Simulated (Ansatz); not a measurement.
**H$_{3}$Si (charge −1): density, localisation and related maps**

Input file:

```
crystal:
  periodic: [false, false, false]
  atoms:
    - {symbol: Si, position_ang: [-0.020830, -0.014180, 0.620636]}
    - {symbol: H, position_ang: [1.309988, -0.046665, -0.164297]}
    - {symbol: H, position_ang: [-0.600928, 1.159171, -0.200931]}
    - {symbol: H, position_ang: [-0.688229, -1.098326, -0.255408]}
basis:
  gaussian: {orbitals: def2-TZVPD, initial_orbitals: start.molden}
total_charge: -1
hamiltonian: {xc: pbe0, dispersion: d4}
output: {orbitals: {seedname: orbitals}}
```

Launched as:

```sh
ansatz run in.yaml --threads 4 --pin off --events-out ev --progress --plain --max-ram 3916MiB
```

Geometry: PBE0-D4/def2-TZVPD; the highest occupied orbital lies above zero, a sign that basis and functional describe the outermost electron poorly.

All numbers below come from RKS PBE0-D4/def2-TZVPD in Ansatz 0.2.0.

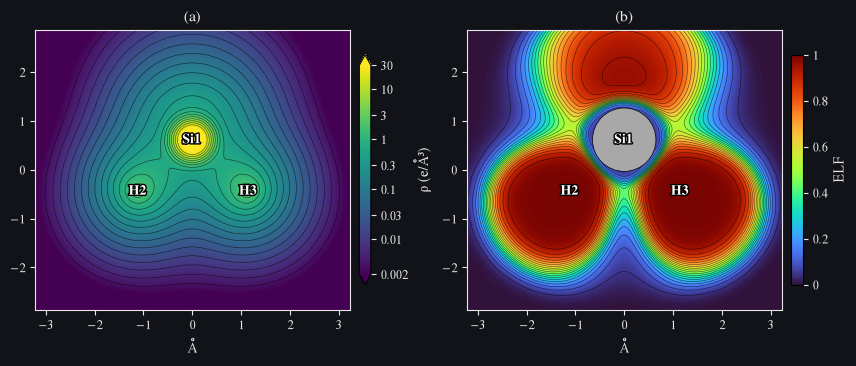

Figure 1. (a) electron density; (b) electron localisation function on the plane of atoms H2, Si1 and H3. Grey discs cover the atomic cores in the ELF map.

Question: Interpret the plot.

Answer:
- The section cuts through Si and H sites.
- Si–H (1.55 Å): ρ is about 0.68 e/Å³ halfway; the ELF climbs to about 1 towards the hydrogen, as it does in any bond to H.
- The ELF also peaks beside Si1, away from the bonds: lone-pair regions.

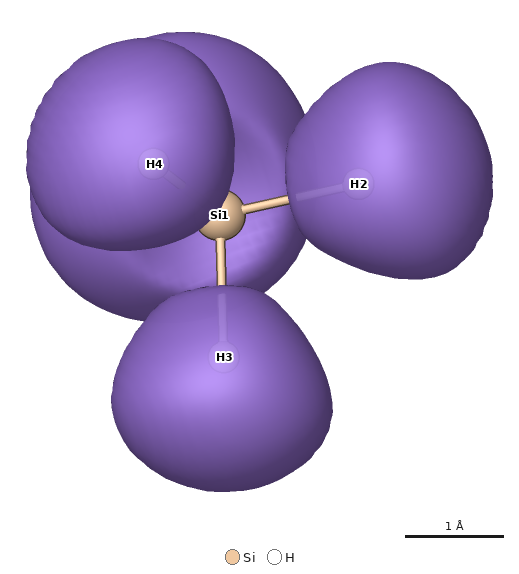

Figure 2. Isosurface of the electron localisation function at 0.8 (purple), seen at an oblique angle. Core shells and regions of very low density are left out.

Question: Identify the bonds, lone pairs and shells in this picture.

Answer: The surface consists of three regions around hydrogen nuclei and one lobe on Si, pointing away from the bonds (lone pairs).

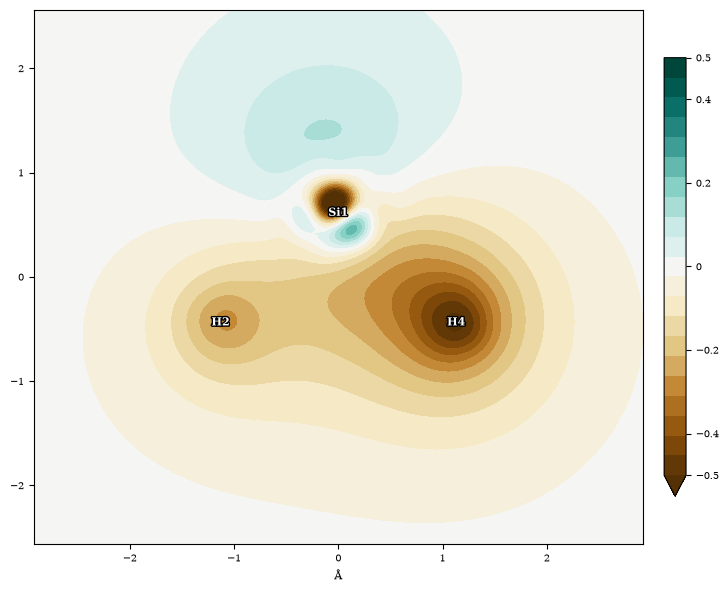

Figure 3. The HOMO−1 on the plane of atoms H2, Si1 and H4 (values in Å⁻³ᐟ²; the overall sign is arbitrary).

Question: Describe this orbital and give its energy.

Answer: It lies mainly on Si1 (about 45 %), H3 (about 35 %) and H4 (about 15 %). It is one of a degenerate set, so its orientation is arbitrary. Its energy is −2.82 eV.
